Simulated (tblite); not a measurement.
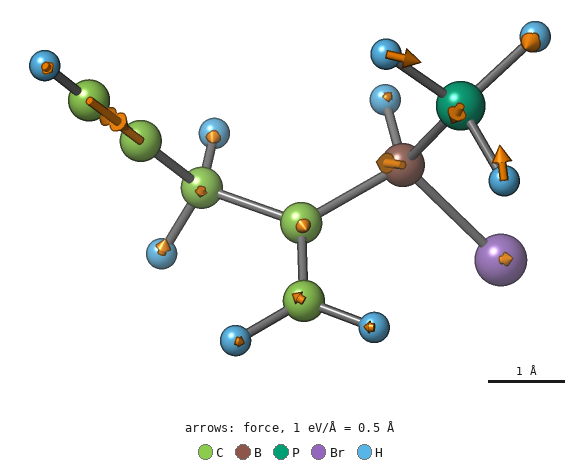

Starting geometry of C₅H₉BBrP with the computed forces as orange arrows. Style: ball-and-stick. Shown at a tilt.

The calculation used GFN2-xTB geometry optimisation, gas phase (tblite 0.8.0). 

### What follows when this structure is relaxed?

It isn't relaxed: the largest force vector, on a C atom, is 1.90 eV/Å. The final displacements have little in common with the starting forces (cosine between the two patterns 0.13). The energy falls by 0.589 eV in 127 geometry steps. An H atom moves most after the best rigid fit: 1.65 Å. Largest moves by element: H 1.65 Å, C 1.13 Å, Br 0.93 Å, P 0.64 Å, B 0.25 Å. Among the contacts that change: Br–P 3.190 → 2.851 Å, B–P 1.895 → 1.942 Å, H–P 1.414 → 1.379 Å, C–C 1.217 → 1.198 Å. Bond angles that change, for instance: B–P–H 110.0° → 130.1°, P–B–Br 109.9° → 92.3°, H–P–H 109.4° → 98.5°. Groups turn about C–C by about 50°, B–C by about 35°.
